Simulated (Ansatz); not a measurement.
A series of calculations on BNH5Cl

### Relaxation

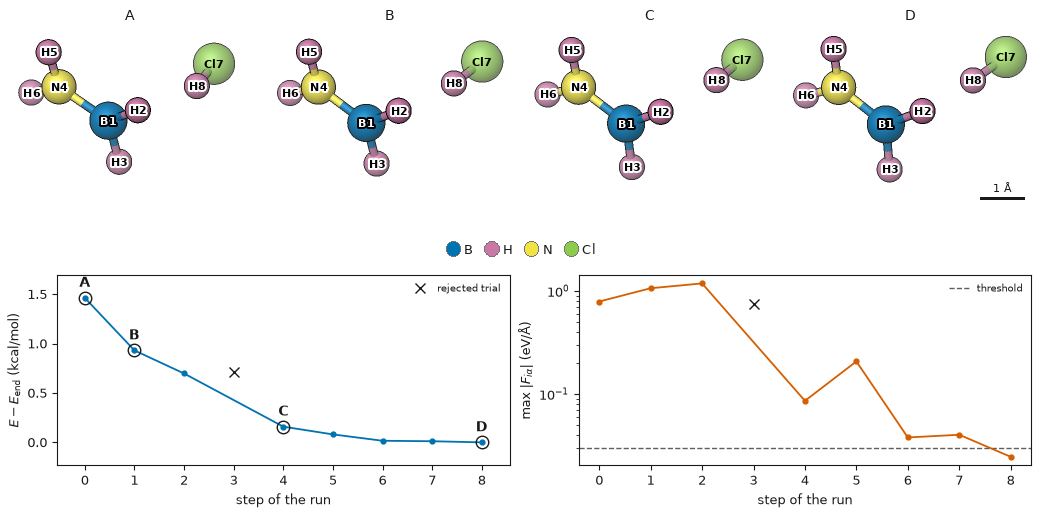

Frames of a relaxation of BNH₅Cl, marked on the history of the run. Style: ball-and-stick. Shown face on.

The run prepares an end point of a later path (reaction) calculation, from a guessed geometry.

Theory: RKS PBE-D4/def2-SVP in Ansatz. Settings: no spin polarisation; force threshold 0.03 eV/Å; at most 50 steps.

> Describe the path.

Over 7 accepted moves (8 points after the start) the energy falls by 1.46 kcal/mol. The largest force component goes from 0.79 to 0.025 eV/Å. The line search rejected the trial step at point 3 of the run. The atom that moves furthest after the best rigid fit is Cl7 (0.35 Å). Largest moves by element: Cl 0.35 Å, H 0.29 Å, B 0.11 Å, N 0.02 Å. Near-neighbour distances that change, for instance: Cl7–H8 1.339 → 1.310 Å, B1–H2 1.205 → 1.225 Å. From step 0 to 1: Cl7 moves most (0.20 Å), energy −0.53 kcal/mol. From step 1 to 4: H3 moves most (0.14 Å), energy −0.77 kcal/mol. From step 4 to 8: Cl7 moves most (0.14 Å), energy −0.16 kcal/mol.

```csv
step,"E − E(0), kcal/mol","largest force component, eV/Å",note
0,0.00,0.7908,
1,-0.53,1.0645,
2,-0.77,1.1850,
3,-0.75,0.7529,rejected
4,-1.30,0.0862,
5,-1.38,0.2077,
6,-1.45,0.0380,
7,-1.45,0.0404,
8,-1.46,0.0247,
```

### Relaxation

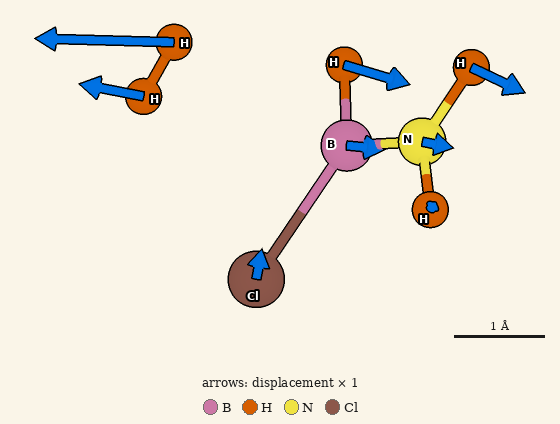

A relaxation of BNH$_{5}$Cl. The starting structure is drawn; blue arrows show the displacements, at their true length. The two geometries are superimposed by the best rigid fit.

A ball-and-stick model, seen at a tilt.

The run prepares an end point of a later path (reaction) calculation, from a guessed geometry.

Level of theory: RKS PBE-D4/def2-SVP in Ansatz 0.2.0.

Input
```yaml
crystal:
  periodic: [false, false, false]
  atoms:
    - { symbol: B, position_ang: [-0.096394, 0.512906, -0.395138] }
    - { symbol: H, position_ang: [-0.149669, -0.10085, 1.923384] }
    - { symbol: H, position_ang: [0.861735, -0.22661, -0.37895] }
    - { symbol: "N", position_ang: [-1.34473, 0.072994, -0.834883] }
    - { symbol: H, position_ang: [-1.508952, -0.907603, -1.068894] }
    - { symbol: H, position_ang: [-2.16528, 0.675729, -0.913134] }
    - { symbol: Cl, position_ang: [0.116264, 2.274245, 0.070777] }
    - { symbol: H, position_ang: [-0.013174, 0.600189, 2.026539] }
basis:
  gaussian: { orbitals: def2-SVP }
hamiltonian:
  xc: pbe
  dispersion: d4
relax:
  f_tol: 0.03
  max_steps: 50
```

Launched with:
```bash
ansatz run input.yaml --threads 1 --pin off --max-ram 2048MiB --backend cpu --events-out ev --progress --plain --runs-dir out
```

**Atoms of which element are displaced furthest, and by how much?**

Hydrogen: up to 1.59 Å, against 0.46 Å for boron.

**What did the optimiser do to the structure, and how much energy did it gain?**

Over 22 accepted moves (27 points after the start) the energy falls by 0.217 eV. The largest force component goes from 1.9 to 0.01 eV/Å. The line search rejected the trial steps at points 4, 7, 11, 20, 25 of the run. The forces were under the threshold at step 8, but the run went on from there. The largest move after the best rigid fit is that of H2, 1.59 Å. Largest moves by element: H 1.59 Å, B 0.46 Å, N 0.37 Å, Cl 0.36 Å. Among the contacts that change: B1–Cl7 1.834 → 1.784 Å, H2–H8 0.722 → 0.770 Å.

Limits of the set-up: the start holds two separate molecules, 2.4 Å apart at their closest, whose relative position is a soft coordinate.

### Path

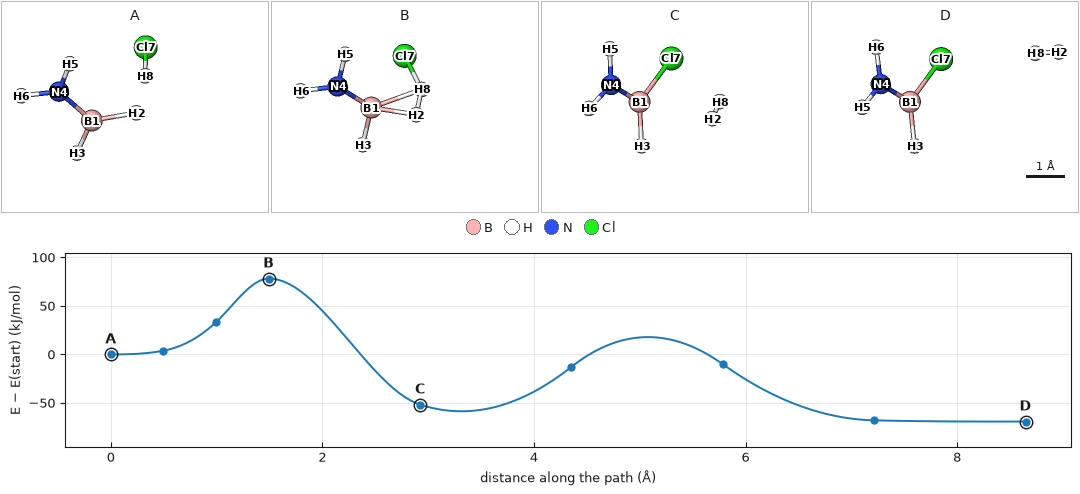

A nudged-elastic-band calculation for BNH5Cl. Images are numbered from 0 (start) to 8 (end). Frames A to D are images 0, 3, 4, 8. The picture is a ball-and-stick view, seen from a free direction.

Method: Ansatz 0.2.0, RKS PBE-D4/def2-SVP. Run with 7 movable images; climbing image; force threshold 0.03 eV/Å; iteration limit 60; starting path through a guess of the saddle point.

Read off the barrier and say what moves.

Answer. The energy climbs by 78.3 kJ/mol to image 3 and then falls by 147.5 kJ/mol, so the end point sits at −69.2 kJ/mol. The profile has 2 maxima (images 3, 6) with a dip at image 4 (−51.7 kJ/mol), so the process runs in steps. The path has more than one stage, and so few images may leave a stage unresolved. Breaking: B1–H2 (1.22 → 1.36 at the top → 4.31 Å), Cl7–H8 (1.31 → 1.68 at the top → 2.95 Å). Forming: B1–Cl7 (3.37 → 2.19 at the top → 1.78 Å), H2–H8 (1.73 → 0.98 at the top → 0.77 Å). The band converged in 47 iterations. The largest component of the band force went from 11 to 0.028 eV/Å. The climbing image converged on the top of the path. Its vibrational analysis gives one imaginary mode (663i cm⁻¹), as a transition state must have.

The run took 9.1 min on 1 thread of Arm Neoverse V1, with other jobs on the host, peak memory 0.13 GiB.
